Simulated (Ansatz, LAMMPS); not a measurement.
# Settings and their price: Li+ triflate in propylene carbonate and dimethoxyethane at 410 K (166 atoms)

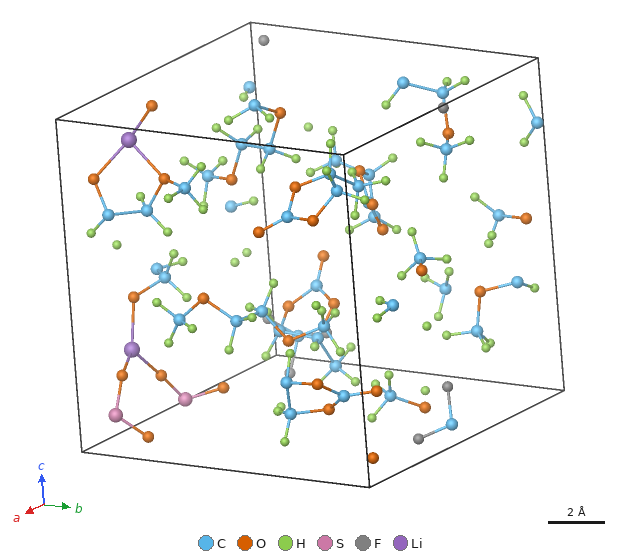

The cell (carbon blue, oxygen orange, hydrogen green, sulfur pink, fluorine grey, lithium purple). Bonds to atoms that aren't drawn are left out. Some periodic images of atoms are drawn too.

Density of this cell: 1.04 g/cm³. The cell holds 166 atoms: 42 C, 30 O, 84 H, 2 S, 6 F and 2 Li. Its edges and angles: a = 12.607 Å, b = 12.607 Å, c = 12.607 Å, α = 90.0°, β = 90.0°, γ = 90.0°. 4 propylene carbonate, 6 dimethoxyethane, 2 Li+, 2 triflate placed at random, at 1.04 g/cm³; overlaps pushed apart, then 10 ps at 550 K with Joung-Cheatham ions (J. Phys. Chem. B 112, 9020 (2008)); MMFF94 bonds, angles, torsions, charges and radii (Halgren, J. Comput. Chem. 17, 490 (1996)) in harmonic and 12-6 forms; charges of ions scaled by 0.8. Snapshot after 30 ps at 410 K and fixed volume.

Geometry: as built.

Reference run: Kohn-Sham DFT, PBE+D4, PAW (set soft_2), plane waves (Ansatz 0.2.0), cutoff 420 eV, Γ point, fixed occupations.

```
r.m.s. force component                           : 1.08 eV/Å
pressure                                         : 2.157 GPa
gap (highest filled to lowest empty level) : 4.173 eV
SCF cycles                                       : 11
time                                             : 38 s on 8 threads of Arm Neoverse N1, shared host
```

Q: Estimate how much each variant changes the results, and its time and memory.
- support functions medium
- support functions low
- support functions medium, radius 3.43 Å
- support functions medium, radius 3.71 Å
- support functions medium, radius 3.96 Å
- support functions medium, radius 4.24 Å
- support functions medium, radius 4.77 Å
- support functions medium, radius 5.3 Å

Differences are against the plane-wave reference (Kohn-Sham DFT, PBE+D4, PAW (set soft_2), plane waves), whose r.m.s. force component is 1.08 eV/Å. Energies are set beside the reference only for runs with its functional, potentials and electron count. Times are for 8 threads of Arm Neoverse N1, shared host. The reference's time includes the DOS, ELF, the stress and grids, which some other runs skip.

| run | Δ force, r.m.s. (meV/Å) | share of r.m.s. force (%) | Δ energy (meV/atom) | Δ gap (eV) | cycles | time | host memory (GiB) |
| --- | --- | --- | --- | --- | --- | --- | --- |
| reference | - | - | - | - | 11 | 38 s | 2.7 |
| support functions medium | 5.90 | 0.546 | -4.49 | 3.0e-4 | 17 | 2.8 min | 5.2 |
| support functions low | 5.89 | 0.545 | -4.49 | 8.0e-4 | 15 | 2.5 min | 4.7 |
| support functions medium, radius 3.43 Å | 5.91 | 0.547 | -4.49 | 2.0e-4 | 17 | 2.7 min | 5.1 |
| support functions medium, radius 3.71 Å | 5.84 | 0.541 | -4.49 | 7.0e-4 | 16 | 3 min | 5.5 |
| support functions medium, radius 3.96 Å | 5.80 | 0.537 | -4.49 | 4.0e-4 | 16 | 3.7 min | 5.9 |
| support functions medium, radius 4.24 Å | 5.75 | 0.533 | -4.49 | 5.0e-4 | 16 | 4.5 min | 6.4 |
| support functions medium, radius 4.77 Å | 5.75 | 0.533 | -4.49 | 7.0e-4 | 16 | 6.8 min | 7.8 |
| support functions medium, radius 5.3 Å | 5.75 | 0.532 | -4.49 | 4.0e-4 | 16 | 11 min | 9.7 |

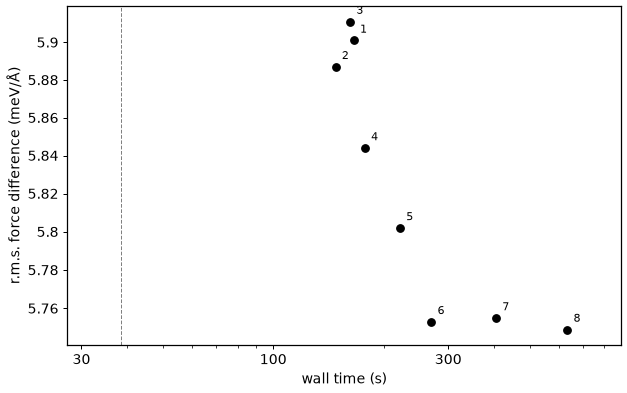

Force difference from the reference against wall time; the dashed line marks the reference's time. Points: 1 support functions medium; 2 support functions low; 3 support functions medium, radius 3.43 Å; 4 support functions medium, radius 3.71 Å; 5 support functions medium, radius 3.96 Å; 6 support functions medium, radius 4.24 Å; 7 support functions medium, radius 4.77 Å; 8 support functions medium, radius 5.3 Å.

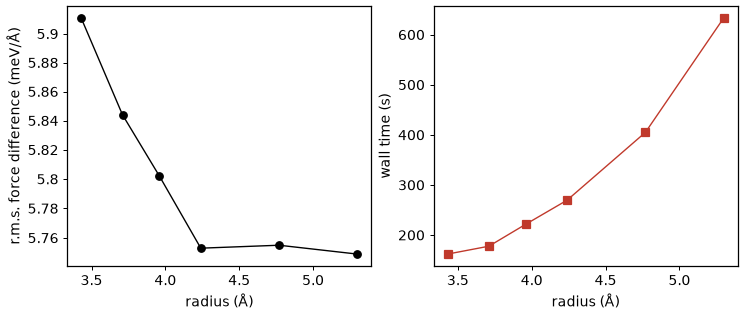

Force difference and time against the radius.

Among numerical settings the force difference runs from 5.7 meV/Å (support functions medium, radius 5.3 Å) to 5.9 meV/Å (support functions medium, radius 3.43 Å). At 166 atoms the fastest of the runs at a preset level, support functions low, takes roughly 3.8 times the time of plane waves (whose run also made extra analyses, so the like-for-like ratio is larger), in 15 SCF cycles against 11. Differences between support functions and plane waves include what basis error the plane-wave run still has. The force difference hardly changes among these support-function runs, which points to the basis of the plane-wave reference as its main source. As the radius goes from 3.43 to 5.3 Å, the force difference goes from 5.9 to 5.7 meV/Å, and the time from 2.7 min to 11 min. 

[Logs are printed without paths, hosts, clocks, repeated set-up lines and the standing remarks that a program may print on its own settings, such as how far it seeks lower states.]

[Hosts, paths, dates, database ids (printed as entryN), source tags and the programs' standing remarks are cut or masked in the printed files.]

[The MMFF94 radii named for the starting cell were scaled by 0.96; in molecules described by MMFF94, hydrogen bound to N, O or S took a small fixed 12-6 site in their place.]
